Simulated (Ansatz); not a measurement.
**GeH₂+ (doublet): one geometry, many settings at distance Ge1–H2 = 5.405 Å**

Aim: run GeH₂+ (doublet) at one geometry under a spread of methods and options, and see what each costs and gives.

Method: the settings change from run to run; program: Ansatz 0.2.0, Gaussian basis.

20 further runs of the same task are left out: 2 for a known fault of the program, 15 that didn't finish, 3 set aside as unsound or not needed.

## (1) What is computed

The geometry derives from a PBE0/def2-TZVP stationary point (not a proven minimum). One bond is set to the value named and the two fragments are kept rigid. No spin-orbit coupling is included. The filled d shell of Ge may be among the frozen orbitals whatever the setting's name suggests; the logs give the count.

3 atoms, charge 1, spin multiplicity 2.

Atoms are counted from 1 here; the program's logs count them from 0.

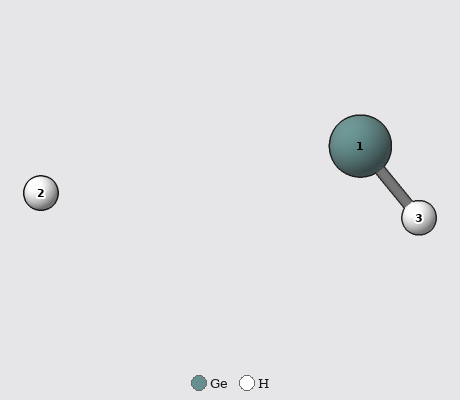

The geometry (germanium teal, hydrogen white); atoms are numbered from 1 in the order of the file.

As a file:

```tsv
atom	x (Å)	y (Å)	z (Å)
Ge1	0.0000	-0.0463	0.0453
H2	0.0000	2.6189	-4.6569
H3	0.0000	0.7188	1.3951
```

## (2) MRCISD+Q(5,4)/def2-SVP

Input file in.yaml:

```yaml
crystal:
  periodic: [false, false, false]
  atoms:
    - {symbol: Ge, position_ang: [0.000000, -0.046314, 0.045260]}
    - {symbol: H, position_ang: [0.000000, 2.618942, -4.656914]}
    - {symbol: H, position_ang: [0.000000, 0.718806, 1.395122]}
basis:
  gaussian: {orbitals: def2-SVP}
total_charge: 1
magnetization: {spin_polarized: false, initial_magnetization: 1}
hamiltonian: {pseudopotentials: {relativity: none}}
correlation: {method: fic_mrcisd_q, electrons: outside_noble_gas, active_space: {window: {electrons: 5, orbitals: 4}}}
accuracy: high
scf: {lower_state_search: off}
```

Started as:

```
$ ansatz run in.yaml --threads 1 --pin off --events-out ev --progress --plain --max-ram 2393MiB
```

The program printed, shortened:

```text
Functional definition: HF
  name "HF"
  cite "Fock, Z. Phys. 61, 126 (1930) doi:10.1007/BF01340294"
  parent pbe
[...]
661 factors; integrals over basis functions are off by at most 4.0e-9 eV
[...]
mean field -56487.05996837 eV, -2075.8611655333 hartree, gradient 1.6e-8 eV, S^2 0.750000; 0 other end points of the search recorded, 0 dependent functions left out
reference -56487.05996837 eV, -2075.8611655333 hartree; 17, 16 occupied and 25, 26 virtual orbitals, 661 factors
state -56487.51946186 eV, -2075.8780516074 hartree
contracted CI cycle   1: correlation 0.00000000 eV, 0.0000000000 hartree, residual 8.62e0 eV
contracted CI cycle   2: correlation -1.47010352 eV, -0.0540253079 hartree, residual 2.10e0 eV
contracted CI cycle   3: correlation -1.56204484 eV, -0.0574040889 hartree, residual 6.60e-1 eV
contracted CI cycle   4: correlation -1.57298070 eV, -0.0578059745 hartree, residual 2.32e-1 eV
contracted CI cycle   5: correlation -1.57413703 eV, -0.0578484688 hartree, residual 7.59e-2 eV
contracted CI cycle   6: correlation -1.57431689 eV, -0.0578550785 hartree, residual 3.61e-2 eV
contracted CI cycle   7: correlation -1.57434958 eV, -0.0578562800 hartree, residual 1.25e-2 eV
contracted CI cycle   8: correlation -1.57435277 eV, -0.0578563973 hartree, residual 3.85e-3 eV
contracted CI cycle   9: correlation -1.57435305 eV, -0.0578564076 hartree, residual 1.05e-3 eV
contracted CI cycle  10: correlation -1.57435307 eV, -0.0578564084 hartree, residual 2.74e-4 eV
contracted CI cycle  11: correlation -1.57435308 eV, -0.0578564084 hartree, residual 7.22e-5 eV
contracted CI cycle  12: correlation -1.57435308 eV, -0.0578564084 hartree, residual 2.12e-5 eV
contracted CI cycle  13: correlation -1.57435308 eV, -0.0578564084 hartree, residual 7.06e-6 eV
contracted CI cycle  14: correlation -1.57435308 eV, -0.0578564084 hartree, residual 1.83e-6 eV
state -56487.51946186 eV, -2075.8780516074 hartree; corrected -56489.16920742 eV, -2075.9386786385 hartree
Total energy: -56489.16920742 eV, -2075.9386786385 hartree
Checks for a lower state left out: stability, starts, cluster_reference, orbital_swaps, neighbouring_geometries, increment
```

Run time: 2.7 s. Hardware: 1 thread of AMD EPYC, shared host.

From the report: 12 determinants; active occupations 2.00, 1.94, 1.00, 0.06.

## (3) BCCD on ROHF/pcseg-2

Input file in.yaml:

```yaml
crystal:
  periodic: [false, false, false]
  atoms:
    - {symbol: Ge, position_ang: [0.000000, -0.046314, 0.045260]}
    - {symbol: H, position_ang: [0.000000, 2.618942, -4.656914]}
    - {symbol: H, position_ang: [0.000000, 0.718806, 1.395122]}
basis:
  gaussian: {orbitals: pcseg-2, fitting: {mean_field: def2-universal-jkfit}}
total_charge: 1
magnetization: {spin_polarized: false, initial_magnetization: 1}
correlation: {method: bccd, electrons: outside_noble_gas}
```

Same command.

The program printed, shortened:

```text
Functional definition: HF
  name "HF"
  cite "Fock, Z. Phys. 61, 126 (1930) doi:10.1007/BF01340294"
  parent pbe
[...]
302 factors; integrals over basis functions are off by at most 1.7e0 eV
[...]
mean field -56494.58889793 eV, -2076.1378485912 hartree, gradient 1.3e-6 eV, S^2 0.750000; 2 other end points of the search recorded, 0 dependent functions left out
[...]
14 core orbitals not correlated: weight in the atoms' cores, before any rotation towards them, 1.000 or more for the frozen orbitals, at most 0.000 for the correlated occupied ones
reference -56494.58889793 eV, -2076.1378485912 hartree; 3, 2 occupied and 54, 55 virtual orbitals, 302 factors
second order -1.74769618 eV of doubles, -0.00000017 eV of singles
cycle   1  -2.10604205 eV  change   -3.6e-1 eV  update   5.5e-2
[...]
cycle   9  -2.28864448 eV  change    3.4e-6 eV  update   1.9e-6
Total energy: -56496.87754241 eV, -2076.2219547247 hartree
```

Run time: 6.5 s. Hardware: 1 thread of AMD EPYC, shared host.

From the report: correlation -2.2886 eV; largest double amplitude 0.07.

## (4) HF/6-31G*

Input file in.yaml:

```yaml
crystal:
  periodic: [false, false, false]
  atoms:
    - {symbol: Ge, position_ang: [0.000000, -0.046314, 0.045260]}
    - {symbol: H, position_ang: [0.000000, 2.618942, -4.656914]}
    - {symbol: H, position_ang: [0.000000, 0.718806, 1.395122]}
basis:
  gaussian: {orbitals: "6-31G*"}
total_charge: 1
magnetization: {spin_polarized: true, initial_magnetization: 1}
hamiltonian: {xc: hf}
scf: {lower_state_search: off}
output: {orbitals: {seedname: orbitals}}
```

Same command.

The program printed:

```text
Functional definition: HF
  name "HF"
  cite "Fock, Z. Phys. 61, 126 (1930) doi:10.1007/BF01340294"
  parent pbe
  exchange = exact_x
  correlation = 0
these checks for a lower state are left out or cut short: stability, starts, cluster_reference, orbital_swaps, neighbouring_geometries, increment
374 factors; integrals over basis functions are off by at most 4.2e-4 eV
mean field evaluation 1: about -56485.0394 eV, gradient 7.8e0 eV
mean field evaluation 2: about -56485.0396 eV, gradient 7.8e0 eV
mean field evaluation 4: about -56486.3879 eV, gradient 1.5e0 eV
mean field evaluation 8: about -56486.4026 eV, gradient 6.1e-4 eV
mean field -56486.40260805 eV, -2075.8370079870 hartree, gradient 2.7e-6 eV, S^2 0.750000; 0 other end points of the search recorded, 0 dependent functions left out
reference -56486.40260805 eV, -2075.8370079870 hartree; 17, 16 occupied and 22, 23 virtual orbitals, 374 factors
Total energy: -56486.40260805 eV, -2075.8370079870 hartree
Checks for a lower state left out: stability, starts, cluster_reference, orbital_swaps, neighbouring_geometries, increment
```

Run time: 0.88 s. Hardware: 1 thread of AMD EPYC, shared host.

From the report: ⟨S²⟩ of the determinant 0.750 (pure doublet: 0.75).

## (5) MP2 on UHF/6-31G*

in.yaml, as its differences from that of step 4:

```diff
@@ -10,4 +10,3 @@
 magnetization: {spin_polarized: true, initial_magnetization: 1}
-hamiltonian: {xc: hf}
-scf: {lower_state_search: off}
-output: {orbitals: {seedname: orbitals}}
+correlation: {method: mp2, electrons: outside_noble_gas}
+output: {forces: true}
```

The command is unchanged.

The program printed, shortened:

```text
Functional definition: HF
  name "HF"
  cite "Fock, Z. Phys. 61, 126 (1930) doi:10.1007/BF01340294"
  parent pbe
[...]
374 factors; integrals over basis functions are off by at most 4.2e-4 eV
[...]
mean field -56486.40260805 eV, -2075.8370079870 hartree, gradient 2.7e-6 eV, S^2 0.750000; 2 other end points of the search recorded, 0 dependent functions left out
14 core orbitals not correlated: weight in the atoms' cores, before any rotation towards them, 1.000 or more for the frozen orbitals, at most 0.000 for the correlated occupied ones
reference -56486.40260805 eV, -2075.8370079870 hartree; 3, 2 occupied and 22, 23 virtual orbitals, 374 factors
second order -1.28958477 eV of doubles, -0.00000000 eV of singles
[...]
Total energy: -56487.69219282 eV, -2075.8843993533 hartree
Atom 0 at     0.000000    -0.046314     0.045260 Å, force     0.000000    -0.340511    -0.605343 eV/Å
Atom 1 at     0.000000     2.618942    -4.656914 Å, force     0.000000    -0.001325     0.002368 eV/Å
Atom 2 at     0.000000     0.718806     1.395122 Å, force    -0.000000     0.341835     0.602976 eV/Å
Dipole moment:     0.000000    -0.015302     0.247479 e Å
```

Wall time 2.2 s (1 thread of AMD EPYC, shared host).

From the report: ⟨S²⟩ of the determinant 0.750 (pure doublet: 0.75).

## (6) CCSDT on UHF/aug-cc-pVDZ

in.yaml, as its differences from that of step 5:

```diff
@@ -7,6 +7,5 @@
 basis:
-  gaussian: {orbitals: "6-31G*"}
+  gaussian: {orbitals: aug-cc-pVDZ}
 total_charge: 1
 magnetization: {spin_polarized: true, initial_magnetization: 1}
-correlation: {method: mp2, electrons: outside_noble_gas}
-output: {forces: true}
+correlation: {method: ccsdt, electrons: outside_noble_gas}
```

Launched as before.

The program printed, shortened:

```text
Functional definition: HF
  name "HF"
  cite "Fock, Z. Phys. 61, 126 (1930) doi:10.1007/BF01340294"
  parent pbe
[...]
927 factors; integrals over basis functions are off by at most 2.1e-7 eV
[...]
mean field -56493.44190145 eV, -2076.0956972480 hartree, gradient 1.6e-6 eV, S^2 0.750000; 10 other end points of the search recorded, 0 dependent functions left out
determinant -56493.44190145 eV, -2076.0956972480 hartree, with singles and doubles -56495.53839100 eV, -2076.1727418181 hartree
determinant -56491.72216678 eV, -2076.0324981644 hartree, with singles and doubles -56493.21809397 eV, -2076.0874724747 hartree
determinant -56491.72142411 eV, -2076.0324708719 hartree, with singles and doubles -56493.21758209 eV, -2076.0874536636 hartree
determinant -56491.15246365 eV, -2076.0115619607 hartree, with singles and doubles -56492.78558324 eV, -2076.0715779989 hartree
determinant -56491.15239812 eV, -2076.0115595526 hartree, with singles and doubles -56492.78578372 eV, -2076.0715853662 hartree
determinant -56491.15180896 eV, -2076.0115379013 hartree, with singles and doubles -56492.78529153 eV, -2076.0715672785 hartree
determinant -56491.15170618 eV, -2076.0115341242 hartree, with singles and doubles -56492.78436680 eV, -2076.0715332953 hartree
14 core orbitals not correlated: weight in the atoms' cores, before any rotation towards them, 1.000 or more for the frozen orbitals, at most 0.000 for the correlated occupied ones
reference -56493.44190145 eV, -2076.0956972480 hartree; 3, 2 occupied and 37, 38 virtual orbitals, 927 factors
second order -1.50596330 eV of doubles, -0.00000000 eV of singles
cycle   1  -1.88919593 eV  change   -3.8e-1 eV  update   6.0e-2
[...]
cycle  14  -2.12365266 eV  change    1.1e-7 eV  update   3.3e-7
Total energy: -56495.56555411 eV, -2076.1737400439 hartree
```

It took 22 s on 1 thread of AMD EPYC, shared host.

From the report: ⟨S²⟩ of the determinant 0.750 (pure doublet: 0.75); correlation -2.1237 eV; T1 0.009; largest double amplitude 0.07.

## (7) CCSD/aug-cc-pVDZ

in.yaml, as its differences from that of step 6:

```diff
@@ -7,5 +7,8 @@
 basis:
-  gaussian: {orbitals: aug-cc-pVDZ}
+  gaussian: {orbitals: aug-cc-pVDZ, fitting: {mean_field: def2-universal-jkfit}}
 total_charge: 1
 magnetization: {spin_polarized: true, initial_magnetization: 1}
-correlation: {method: ccsdt, electrons: outside_noble_gas}
+hamiltonian: {xc: {name: r2SCAN}}
+correlation: {method: ccsd, electrons: valence}
+scf: {lower_state_search: light}
+output: {forces: true}
```

Launched as before.

The program printed, shortened:

```text
Functional definition: r2SCAN
  name "r2SCAN"
  cite "Furness, Kaplan, Ning, Perdew & Sun, J. Phys. Chem. Lett. 11, 8208 (2020) doi:10.1021/acs.jpclett.0c02405"
  cite "Furness, Kaplan, Ning, Perdew & Sun, J. Phys. Chem. Lett. 11, 9248 (2020) doi:10.1021/acs.jpclett.0c03077"
  parent r2scan
[...]
302 factors; integrals over basis functions are off by at most 7.5e-1 eV
[...]
mean field -56536.74879171 eV, -2077.6871961106 hartree, gradient 1.2e-6 eV, S^2 0.750037; 8 other end points of the search recorded, 0 dependent functions left out
9 core orbitals not correlated: weight in the atoms' cores, before any rotation towards them, 1.000 or more for the frozen orbitals, at most 0.000 for the correlated occupied ones
reference -56492.85491356 eV, -2076.0741258408 hartree; 8, 7 occupied and 37, 38 virtual orbitals, 302 factors
second order -2.15297918 eV of doubles, -0.47041230 eV of singles
cycle   1  -2.89704548 eV  change   -2.8e-1 eV  update   6.6e-2
[...]
cycle  18  -3.13490502 eV  change    9.8e-8 eV  update   4.9e-8
[...]
Total energy: -56495.98981858 eV, -2076.1893314756 hartree
Atom 0 at     0.000000    -0.046314     0.045260 Å, force     0.000000    -0.272666    -0.489666 eV/Å
Atom 1 at     0.000000     2.618942    -4.656914 Å, force     0.000000    -0.002895     0.005752 eV/Å
Atom 2 at     0.000000     0.718806     1.395122 Å, force     0.000000     0.275561     0.483914 eV/Å
Dipole moment:     0.000000    -0.031132     0.187526 e Å
```

Wall time 46 s (1 thread of AMD EPYC, shared host).

From the report: ⟨S²⟩ of the determinant 0.750 (pure doublet: 0.75); correlation -3.1349 eV; T1 0.039; largest double amplitude 0.07. The orbitals are Kohn-Sham ones, so correlation energy and T1 don't compare with those on Hartree-Fock orbitals.

## (8) The runs in one table

Where basis and cores are those of an earlier FCI/aug-cc-pVDZ run (-56495.5667 eV), and the state is the same kind, the miss against it is given.

```tsv
level	correlated	functions	energy (eV)	from FCI (meV)	time
MRCISD+Q(5,4)/def2-SVP	outside noble gas	42	-56489.1692		2.7 s
BCCD on ROHF/pcseg-2	outside noble gas	71	-56496.8775		6.5 s
HF/6-31G*		39	-56486.4026		0.88 s
MP2 on UHF/6-31G*	outside noble gas	39	-56487.6922		2.2 s
CCSDT on UHF/aug-cc-pVDZ	outside noble gas	54	-56495.5656	1.2	22 s
CCSD/aug-cc-pVDZ (on r2SCAN orbitals)	valence	54	-56495.9898		46 s
```

## (9) Outcome

```
quantity                                        value
    runs                                            6
quickest                            HF/6-31G*, 0.88 s
 slowest  CCSD/aug-cc-pVDZ (on r2SCAN orbitals), 46 s
```

In words: Total energies in different bases, with other cores or another treatment of relativity can't be set against each other. CCSD/aug-cc-pVDZ (on r2SCAN orbitals) took 52 times as long as HF/6-31G*; the jobs differ in more than the method.
